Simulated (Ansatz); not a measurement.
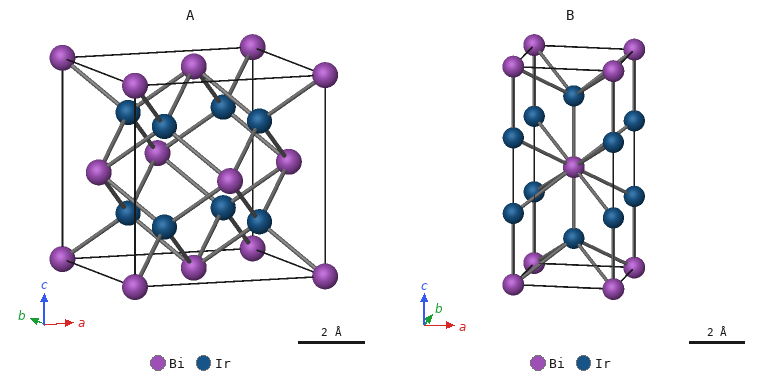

Two structures of BiIr2, each relaxed to rest (conventional cells in solid outline, small ones repeated, not to one scale). Method: DFT PBE, scalar-relativistic, plane waves, PAW (Ansatz 0.2.0), without spin polarisation.

What are A and B?

A: fluorite (CaF₂ type), Fm-3m. B: 6 atoms a cell on a body-centred tetragonal lattice, I4/mmm.

Which form lies lower?

A is lower, by 30 meV/atom at this level of theory (energies at zero smearing). Volumes: A 20.2, B 18.7 Å³/atom.

One or both may be structure types tried for this composition rather than known phases.
